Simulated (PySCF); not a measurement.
# C7H16FNSi: what the fields show

```
atom    x (Å)    y (Å)    z (Å)
   C   2.7597  -0.3986  -0.5028
   C   1.5748  -0.7232   0.3915
   C   0.1899  -0.5287  -0.2473
   C  -0.0152   0.9109  -0.7651
   C   0.2354   2.0322   0.2305
   C  -0.8947  -0.9141   0.7823
   C  -2.1983  -1.2953   0.1003
   F  -2.9149  -0.1533  -0.2578
  Si  -1.5732  -2.1812  -1.4755
   N   0.0055  -1.4815  -1.3470
   H   3.7085  -0.5996   0.0174
   H   2.7595  -1.0154  -1.4159
   H   2.7743   0.6578  -0.8118
   H   1.6300  -0.1195   1.3132
   H   1.6363  -1.7778   0.7072
   H  -1.0460   0.9787  -1.1447
   H   0.6396   1.0477  -1.6433
   H  -0.3985   1.9349   1.1256
   H   1.2829   2.0659   0.5681
   H   0.0063   3.0094  -0.2206
   H  -1.0633  -0.1123   1.5183
   H  -0.5422  -1.7978   1.3410
   H  -2.8408  -1.8862   0.7730
   H  -2.3617  -1.8126  -2.6928
   H  -1.5925  -3.6761  -1.3687
   H   0.6705  -1.3987  -2.1054
```

Geometry: PBE0-D3(BJ)/def2-SVP.

Level of theory: PBE0/pcSseg-1, SCF density, gas phase, non-relativistic (PySCF 2.14.0).

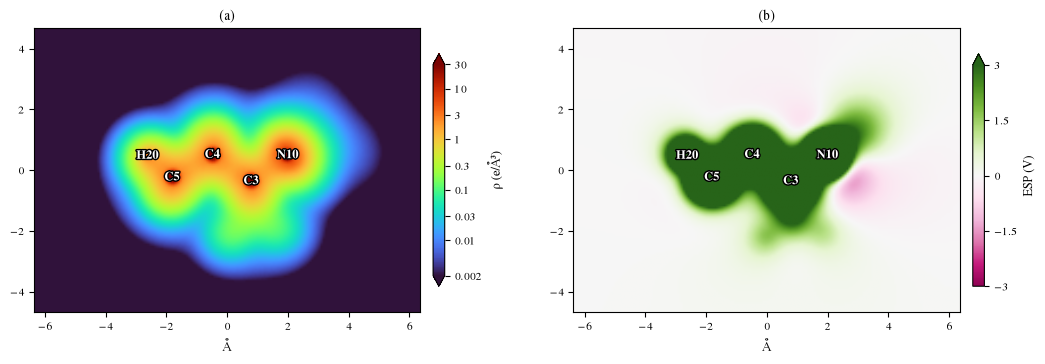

Figure 1. (a) total electron density; (b) molecular electrostatic potential on the plane of atoms C4, C5 and H20.

What does the map show?

The plane passes through C, N and H nuclei.
C–N (1.47 Å): ρ is about 1.8 e/Å³ halfway.
C–C (1.54 Å): ρ at the midpoint is about 1.6 e/Å³.
C–H (1.10 Å): ρ at the midpoint is about 1.9 e/Å³.
Outside the dense part of the molecule the potential is most negative (−1.4 V) near N10.

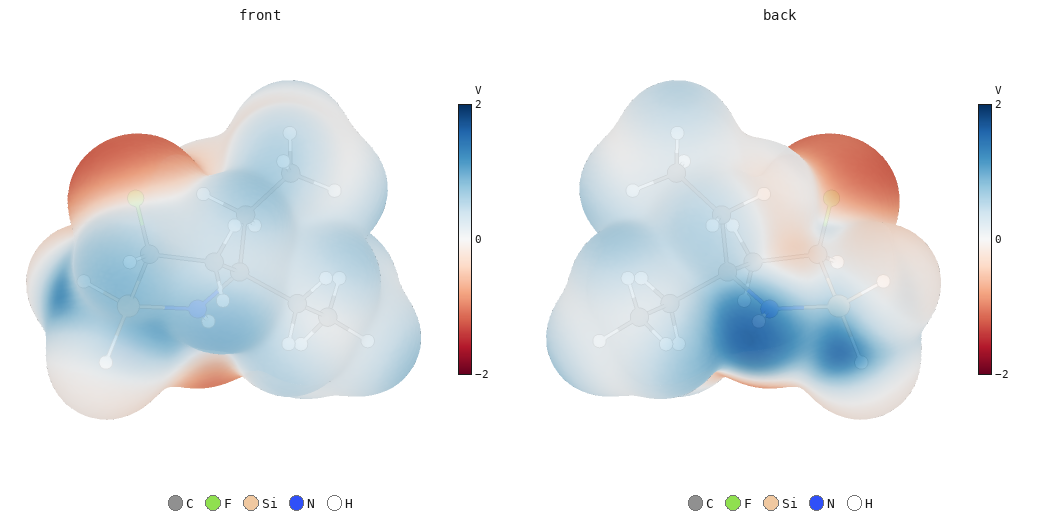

Figure 2. The electrostatic potential painted on the density surface at 0.002 e/bohr³, seen from the front and from behind; red is negative and blue positive.

Where is the surface potential most negative and most positive?

The most negative region (about −1.2 V) lies over F8, the most positive (about +1.5 V) over Si9 and H26.
